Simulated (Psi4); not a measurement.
# C2HClF2 (SMILES FC(F)=CCl): HF/cc-pCVQZ (density fitting, sweep point 7)

Aim: the energy change on altering one bond length of C2HClF2 at HF/cc-pCVQZ (density fitting, sweep point 7), from 2 runs. 

The calculation is run with Psi4 1.11.

**1. Starting point**

C2HClF2 has 6 atoms, charge 0, and is taken as a singlet. SMILES: `FC(F)=CCl`. The shape is that of a PBE0-D4/def2-TZVP optimisation.

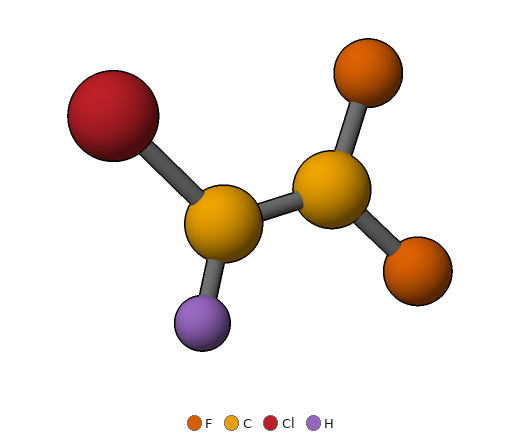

The structure, seen from a chosen angle (fluorine orange, carbon amber, chlorine red, hydrogen purple).

**2. A single-point energy at HF/cc-pCVQZ (density fitting, sweep point 7)**

Contents of calc.py:

```python
import psi4

psi4.set_memory('1600 MB')
psi4.set_num_threads(1)
psi4.set_output_file('c2hclf2.out', False)

molecule = psi4.geometry("""
0 1
F      1.70266214    -1.53139626     2.53608805
C      0.50578520    -1.06240403     0.41643895
F      0.36379118    -3.08520467    -0.98781654
C     -0.41264060     1.18442364    -0.16355580
Cl    -1.96344434     1.75069897    -2.93304392
H     -0.19615357     2.74388233     1.13188926
units au
symmetry c1
""")

options = {'basis': 'cc-pCVQZ', 'puream': True, 'scf_type': 'df'}
psi4.set_options(options)

E, wfn = psi4.energy("scf", return_wfn=True)
print('E =', round(E, 9))
for k, v in sorted(psi4.core.scalar_variables().items()):
    print(f'{k:45s} {v:18.10f}')
```

Run with:

```console
$ python calc.py
```

c2hclf2.out:

```text
[...]
  Running in c1 symmetry.
[...]
  Nuclear repulsion =  213.574873855641869
[...]
  Multiplicity = 1
[...]
  Nalpha       = 24
  Nbeta        = 24
[...]
    Number of basis functions: 475
[...]
   @DF-RHF iter   1:  -734.73391858221089   -3.63245e-01   8.93611e-04 ADIIS/DIIS
[...]
   @DF-RHF iter   8:  -734.80301637883849   -1.33795e-07   2.52855e-07 DIIS
[...]
    Orbital Energies [Eh]
    ---------------------
    Doubly Occupied:
       1A   -104.858854     2A    -26.361162     3A    -26.360339
       4A    -11.442667     5A    -11.308149     6A    -10.583745
       7A     -8.050755     8A     -8.049246     9A     -8.049157
      10A     -1.724589    11A     -1.658870    12A     -1.183612
      13A     -1.042515    14A     -0.893827    15A     -0.823302
      16A     -0.783622    17A     -0.764016    18A     -0.707294
      19A     -0.687143    20A     -0.666801    21A     -0.602155
      22A     -0.529651    23A     -0.472629    24A     -0.379750
[...]
  @DF-RHF Final Energy:  -734.80301637883849
   => Energetics <=
    Nuclear Repulsion Energy =            213.5748738556418687
    One-Electron Energy =               -1440.7878320659251585
    Two-Electron Energy =                 492.4099418314447121
    Total Energy =                       -734.8030163788384925
[...]
 Multipole Moments:
 ------------------------------------------------------------------------------------
     Multipole            Electronic (a.u.)      Nuclear  (a.u.)        Total (a.u.)
 ------------------------------------------------------------------------------------
 L = 1.  Multiply by 2.5417464519 to convert [e a0] to [Debye]
 Dipole X            :          0.5278661           -0.4645792            0.0632869
 Dipole Y            :         -2.2666047            2.5935583            0.3269536
 Dipole Z            :         -0.2075801            0.5147756            0.3071954
 Magnitude           :                                                    0.4530705
[...]
```

The script printed:

```text
E = -734.803016379
CURRENT ENERGY                                   -734.8030163788
CURRENT REFERENCE ENERGY                         -734.8030163788
DD SOLVATION ENERGY                                 0.0000000000
HF KINETIC ENERGY                                 734.6251155780
HF POTENTIAL ENERGY                             -1469.4281319569
HF TOTAL ENERGY                                  -734.8030163788
HF VIRIAL RATIO                                     2.0002421654
NUCLEAR REPULSION ENERGY                          213.5748738556
ONE-ELECTRON ENERGY                             -1440.7878320659
PCM POLARIZATION ENERGY                             0.0000000000
PE ENERGY                                           0.0000000000
SCF ITERATION ENERGY                             -734.8030163788
SCF ITERATIONS                                      8.0000000000
SCF TOTAL ENERGY                                 -734.8030163788
TWO-ELECTRON ENERGY                               492.4099418314
```

Run time: 13 s. Hardware: 1 thread of Intel Xeon at 2.70GHz, shared host; peak memory 1.1 GiB.

**3. The distorted shape**

Contents of run.py:

```python
import psi4

psi4.set_memory(1600000000)
psi4.set_num_threads(1)
psi4.set_output_file('c2hclf2.out', False)

molecule = psi4.geometry("""
0 1
F      2.94325978    -1.98439951     4.75159729
C      1.74638284    -1.51540728     2.63194819
F      1.60438882    -3.53820792     1.22769270
C      0.82795705     0.73142039     2.05195344
Cl    -1.96344434     1.75069897    -2.93304392
H      1.04444407     2.29087908     3.34739850
units bohr
symmetry c1
""")

psi4.set_options({
    'puream': True,
    'scf_type': 'df',
})

result, w = psi4.energy('scf/cc-pCVQZ', return_wfn=True)
print('E =', round(result, 9))
```

Run with:

```console
$ python run.py
```

c2hclf2.out:

```text
[...]
  Running in c1 symmetry.
[...]
  Nuclear repulsion =  179.620000847732541
[...]
  Multiplicity = 1
[...]
  Nalpha       = 24
  Nbeta        = 24
[...]
    Number of basis functions: 475
[...]
   @DF-RHF iter   1:  -734.50378878828360   -9.16755e-01   9.88270e-04 DIIS/ADIIS
[...]
   @DF-RHF iter   9:  -734.60642404374323   -2.80425e-07   3.24827e-07 DIIS
[...]
    Orbital Energies [Eh]
    ---------------------
    Doubly Occupied:
       1A   -104.822799     2A    -26.415148     3A    -26.399236
       4A    -11.511627     5A    -11.402484     6A    -10.543039
       7A     -8.009296     8A     -8.007956     9A     -8.007951
      10A     -1.769343    11A     -1.701779    12A     -1.139301
      13A     -1.013557    14A     -0.941892    15A     -0.864613
      16A     -0.826412    17A     -0.799662    18A     -0.747371
      19A     -0.729288    20A     -0.705466    21A     -0.475170
      22A     -0.430038    23A     -0.429161    24A     -0.395638
[...]
  @DF-RHF Final Energy:  -734.60642404374323
   => Energetics <=
    Nuclear Repulsion Energy =            179.6200008477325412
    One-Electron Energy =               -1372.2756632215136960
    Two-Electron Energy =                 458.0492383300378378
    Total Energy =                       -734.6064240437432318
[...]
 Multipole Moments:
 ------------------------------------------------------------------------------------
     Multipole            Electronic (a.u.)      Nuclear  (a.u.)        Total (a.u.)
 ------------------------------------------------------------------------------------
 L = 1.  Multiply by 2.5417464519 to convert [e a0] to [Debye]
 Dipole X            :          1.2224474           -0.3005266            0.9219208
 Dipole Y            :         -2.7191156            2.5336546           -0.1854610
 Dipole Z            :          0.9225312            0.8077474            1.7302786
 Magnitude           :                                                    1.9693141
[...]
```

Standard output:

```text
E = -734.606424044
```

It took 12 s on 1 thread of Intel Xeon at 2.70GHz, shared host; peak memory 1 GiB.

**4. Results**

At HF/cc-pCVQZ (density fitting, sweep point 7):

| quantity | value |
| --- | --- |
| first shape: total energy | -734.80302 Eh |
| first shape: dipole moment | 1.15 D |
| first shape: HOMO energy | -10.33 eV |
| first shape: LUMO energy | 3.50 eV |
| first shape: HOMO–LUMO gap | 13.83 eV |
| distorted shape: total energy | -734.60642 Eh |
| distorted shape: dipole moment | 5.01 D |
| distorted shape: HOMO energy | -10.77 eV |
| distorted shape: LUMO energy | -2.84 eV |
| distorted shape: HOMO–LUMO gap | 7.92 eV |
| energy change with the C4–Cl5 bond stretched from 1.706 to 3.071 Å | 5.350 eV |

**Reading.** One bond (distorted shape) is far stretched, which a spin-restricted single reference describes badly; a broken-symmetry solution may lie lower. With the C4–Cl5 bond stretched from 1.706 to 3.071 Å the energy rises by 5.35 eV (123 kcal/mol). The first shape isn't relaxed at this level, so the change isn't measured from a minimum. A restricted reference can't describe the breaking bond well at this length.
